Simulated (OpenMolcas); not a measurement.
Single-point calculation, with input and output: Si₃NH₉ (part 1 of 2)

System: Si₃NH₉.
Method: CASPT2/ANO-RCC-VDZ, DKH2 (OpenMolcas 26.06).

The geometry comes from this level: GFN2-xTB.

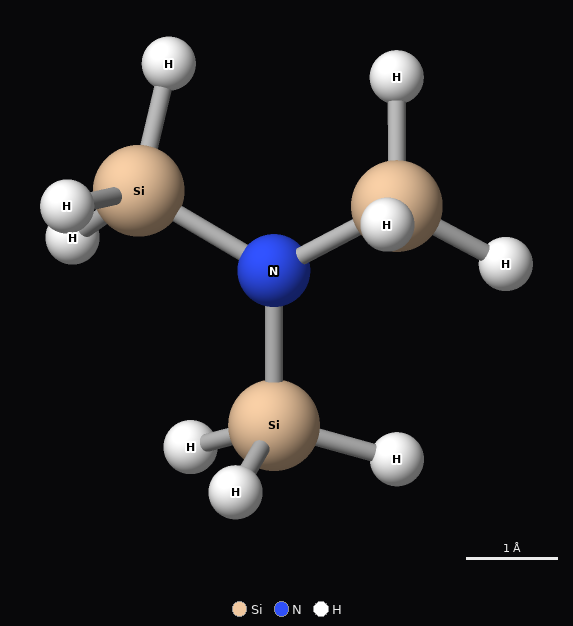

The input geometry (ball-and-stick view, seen at a tilt). Bond lengths as drawn: H–Si 1.46 to 1.47 Å and N–Si 1.74 Å.

Input file
```
* H9NSi3 CASPT2

&GATEWAY
 COORD
 13
 bohr
 Si    -0.99898482     2.69909582    -1.57701425
 N     -0.25242962    -0.01952087     0.13180840
 Si     1.46011579     0.25962947     2.93451790
 Si    -0.50523718    -2.96188114    -1.33486474
 H     -3.17525012     2.10931230    -3.17184861
 H     -1.61698195     4.68279803     0.24288650
 H      1.15044637     3.47926925    -3.14667746
 H      1.00153595    -2.02096760     4.42222369
 H      4.16903819     0.51903218     2.39753333
 H      0.53690899     2.50160055     4.25575772
 H     -2.77984382    -2.91883318    -2.89974694
 H     -0.71318264    -4.86725420     0.65271140
 H      1.72386486    -3.46228062    -2.90728695
 BASIS=ANO-RCC-VDZ
 GROUP=NoSym
 RICD

&SEWARD

&RASSCF
 FILEORB=$CurrDir/step2.RasOrb
 SPIN=1
 NACTEL=6 0 0
 INACTIVE=26
 RAS2=6
 ORBLISTING=Nothing

&CASPT2
 IMAGINARY=0.2
```

Hardware: 1 thread of Arm Neoverse V1, 24 GiB of memory available, shared host.

Launch command:
```bash
export MOLCAS_MEM=1860
pymolcas step3.inp > step3.log
```

The program's output
```
--- Start Module: gateway ---

                                              &GATEWAY

                       available to each process: 1.9 GB of memory, 1 thread

++    Symmetry information:
      ---------------------

                    Character Table for C1

                             E
                    a        1  x, y, xy, Rz, z, xz, Ry, yz, Rx, I
--

++    Basis set information:
      ----------------------

      Basis set label: SI.ANO-RCC...4S3P.

      Electronic valence basis set:
      ------------------
      Associated Effective Charge  14.000000 au
      Associated Actual Charge     14.000000 au
      Nuclear Model: Point charge

      Shell  nPrim  nBasis  Cartesian Spherical Contaminant
         s      17       4        X
         p      12       3        X

      Basis set label: N.ANO-RCC...3S2P.

      Electronic valence basis set:
      ------------------
      Associated Effective Charge   7.000000 au
      Associated Actual Charge      7.000000 au
      Nuclear Model: Point charge

      Shell  nPrim  nBasis  Cartesian Spherical Contaminant
         s      14       3        X
         p       9       2        X

      Basis set label: SI.ANO-RCC...4S3P.

      Electronic valence basis set:
      ------------------
      Associated Effective Charge  14.000000 au
      Associated Actual Charge     14.000000 au
      Nuclear Model: Point charge

      Shell  nPrim  nBasis  Cartesian Spherical Contaminant
         s      17       4        X
         p      12       3        X

      Basis set label: H.ANO-RCC...2S.

      Electronic valence basis set:
      ------------------
      Associated Effective Charge   1.000000 au
      Associated Actual Charge      1.000000 au
      Nuclear Model: Point charge

      Shell  nPrim  nBasis  Cartesian Spherical Contaminant
         s       8       2        X
--

++    Molecular structure info:
      -------------------------

                    ************************************************
                    **** Cartesian Coordinates / bohr, angstrom ****
                    ************************************************

     Center  Label                x              y              z                     x              y              z
        1      SI1             -0.998985       2.699096      -1.577014             -0.528640       1.428300      -0.834520
        2      N2              -0.252430      -0.019521       0.131808             -0.133580      -0.010330       0.069750
        3      SI3              1.460116       0.259629       2.934518              0.772660       0.137390       1.552880
        4      SI4             -0.505237      -2.961881      -1.334865             -0.267360      -1.567360      -0.706380
        5      H5              -3.175250       2.109312      -3.171849             -1.680270       1.116200      -1.678470
        6      H6              -1.616982       4.682798       0.242887             -0.855670       2.478030       0.128530
        7      H7               1.150446       3.479269      -3.146677              0.608790       1.841150      -1.665150
        8      H8               1.001536      -2.020968       4.422224              0.529990      -1.069450       2.340140
        9      H9               4.169038       0.519032       2.397533              2.206160       0.274660       1.268720
       10      H10              0.536909       2.501601       4.255758              0.284120       1.323790       2.252050
       11      H11             -2.779844      -2.918833      -2.899747             -1.471030      -1.544580      -1.534480
       12      H12             -0.713183      -4.867254       0.652711             -0.377400      -2.575640       0.345400
       13      H13              1.723865      -3.462281      -2.907287              0.912230      -1.832160      -1.538470

                    ***************************************
                    *    InterNuclear Distances / bohr    *
                    ***************************************

               1 SI1           2 N2            3 SI3           4 SI4           5 H5            6 H6
    1 SI1      0.000000
    2 N2       3.296710        0.000000
    3 SI3      5.687890        3.296349        0.000000
    4 SI4      5.687625        3.297351        5.698102        0.000000
    5 H5       2.761788        4.897853        7.886422        6.018345        0.000000
    6 H6       2.762071        4.897565        6.023108        7.884567        4.550983        0.000000
    7 H7       2.773548        4.995805        6.887882        6.892922        4.537518        4.538313
    8 H8       7.891257        4.897538        2.761284        6.024927        9.600765        8.322498
    9 H9       6.874458        4.997292        2.773789        6.920723        9.353372        7.446978
   10 H10      6.034832        4.897557        2.761235        7.886112        8.312843        5.049753
   11 H11      6.040050        4.897363        7.881531        2.761258        5.051003        8.307418
   12 H12      7.893226        4.897362        6.017874        2.761186        8.328356        9.601474
   13 H13      6.866301        4.999443        6.931729        2.773411        7.423878        9.350249

               7 H7            8 H8            9 H9           10 H10          11 H11          12 H12
    7 H7       0.000000
    8 H8       9.357513        0.000000
    9 H9       6.972315        4.536964        0.000000
   10 H10      7.491883        4.549419        4.536071        0.000000
   11 H11      7.512914        8.289526        9.389732        9.569911        0.000000
   12 H12      9.358041        5.025020        7.476133        8.297270        4.548340        0.000000
   13 H13      6.969306        7.504723        7.069006        9.396060        4.536384        4.537261

              13 H13
   13 H13      0.000000

                    *******************************************
                    *    InterNuclear Distances / angstrom    *
                    *******************************************

               1 SI1           2 N2            3 SI3           4 SI4           5 H5            6 H6
    1 SI1      0.000000
    2 N2       1.744544        0.000000
    3 SI3      3.009902        1.744353        0.000000
    4 SI4      3.009762        1.744883        3.015306        0.000000
    5 H5       1.461475        2.591832        4.173315        3.184771        0.000000
    6 H6       1.461625        2.591680        3.187292        4.172333        2.408276        0.000000
    7 H7       1.467698        2.643666        3.644910        3.647577        2.401151        2.401572
    8 H8       4.175873        2.591666        1.461208        3.188254        5.080506        4.404076
    9 H9       3.637806        2.644453        1.467826        3.662289        4.949592        3.940771
   10 H10      3.193496        2.591676        1.461183        4.173151        4.398967        2.672214
   11 H11      3.196257        2.591573        4.170727        1.461195        2.672876        4.396096
   12 H12      4.176915        2.591572        3.184522        1.461157        4.407176        5.080881
   13 H13      3.633490        2.645592        3.668113        1.467626        3.928547        4.947939

               7 H7            8 H8            9 H9           10 H10          11 H11          12 H12
    7 H7       0.000000
    8 H8       4.951782        0.000000
    9 H9       3.689590        2.400858        0.000000
   10 H10      3.964534        2.407449        2.400385        0.000000
   11 H11      3.975663        4.386629        4.968832        5.064179        0.000000
   12 H12      4.952062        2.659126        3.956199        4.390726        2.406878        0.000000
   13 H13      3.687998        3.971328        3.740757        4.972181        2.400551        2.401015

              13 H13
   13 H13      0.000000

                    **************************************
                    *    Valence Bond Angles / degree    *
                    **************************************
                          Atom centers                 Phi
                      5 H5       1 SI1      6 H6       110.95
                      5 H5       1 SI1      7 H7       110.12
                      6 H6       1 SI1      7 H7       110.14
                      8 H8       3 SI3      9 H9       110.10
                      8 H8       3 SI3     10 H10      110.93
                      9 H9       3 SI3     10 H10      110.07
                     11 H11      4 SI4     12 H12      110.90
                     11 H11      4 SI4     13 H13      110.10
                     12 H12      4 SI4     13 H13      110.13
--

            Nuclear Potential Energy            293.08740935 au

--- Stop Module: gateway /rc=_RC_ALL_IS_WELL_ ---

--- Start Module: seward ---

                                              &SEWARD

                       available to each process: 1.9 GB of memory, 1 thread

               SEWARD will generate:
                  Multipole Moment integrals up to order  2
                  Kinetic Energy integrals
                  Nuclear Attraction integrals (point charge)
                  One-Electron Hamiltonian integrals
                  Velocity integrals
                  Relativistic Douglas-Kroll-Hess integrals:
                    - Parametrization         : EXP
                    - DKH order of Hamiltonian: 2
                    - DKH order of Properties : 0
                         - multipole moment operators
                         - electric potential operators
                         - contact operators
                  Orbital angular momentum around ( -0.0418  -0.0032   0.0217 )
                  Velocity quadrupole around ( -0.0418  -0.0032   0.0217 )
                  Atomic mean-field integrals
                  RI decomposed two-electron repulsion integrals stored Cholesky style
                   - acCD auxiliary basis
                   - CD Threshold:   1.00E-04

                   Integrals are discarded if absolute value <: 1.00E-14
                   Integral cutoff threshold is set to       <: 1.00E-16

            Nuclear Potential Energy            293.08740935 au

      Basis set specifications :
      Symmetry species         a
      Basis functions           66

--- Stop Module: seward /rc=_RC_ALL_IS_WELL_ ---
--- Module seward spent 1 second ---

--- Start Module: rasscf ---

                                              &RASSCF

                       available to each process: 1.9 GB of memory, 1 thread

      Header of the ONEINT file:
      --------------------------

      OrdInt status: non-squared

      Cartesian coordinates in angstrom:
      -----------------------------------------------------
      No.  Label        X            Y            Z
      -----------------------------------------------------
       1   SI1       -0.52864000   1.42830000  -0.83452000
       2   N2        -0.13358000  -0.01033000   0.06975000
       3   SI3        0.77266000   0.13739000   1.55288000
       4   SI4       -0.26736000  -1.56736000  -0.70638000
       5   H5        -1.68027000   1.11620000  -1.67847000
       6   H6        -0.85567000   2.47803000   0.12853000
       7   H7         0.60879000   1.84115000  -1.66515000
       8   H8         0.52999000  -1.06945000   2.34014000
       9   H9         2.20616000   0.27466000   1.26872000
      10   H10        0.28412000   1.32379000   2.25205000
      11   H11       -1.47103000  -1.54458000  -1.53448000
      12   H12       -0.37740000  -2.57564000   0.34540000
      13   H13        0.91223000  -1.83216000  -1.53847000
      -----------------------------------------------------
      Nuclear repulsion energy =  293.08740935

++    Wave function specifications:
      -----------------------------

      Number of closed shell electrons          52
      Number of electrons in active shells       6
      Max number of holes in RAS1 space          0
      Max nr of electrons in RAS3 space          0
      Number of inactive orbitals               26
      Number of active orbitals                  6
      Number of secondary orbitals              34
      Spin quantum number                      0.0
      State symmetry                             1
--

++    Orbital specifications:
      -----------------------

      Symmetry species                           1
                                                 a
      Frozen orbitals                            0
      Inactive orbitals                         26
      Active orbitals                            6
      RAS1 orbitals                              0
      RAS2 orbitals                              6
      RAS3 orbitals                              0
      Secondary orbitals                        34
      Deleted orbitals                           0
      Number of basis functions                 66
--

++    CI expansion specifications:
      ----------------------------

      Number of CSFs                           175
      Number of spin combinations              210
      Number of determinants                   400
      Number of root(s) required                 1
      Root chosen for geometry opt.              1
      CI root used                               1

      highest root included in the CI            1
      max. size of the explicit Hamiltonian    175
--

++    Optimization specifications:
      ----------------------------
```
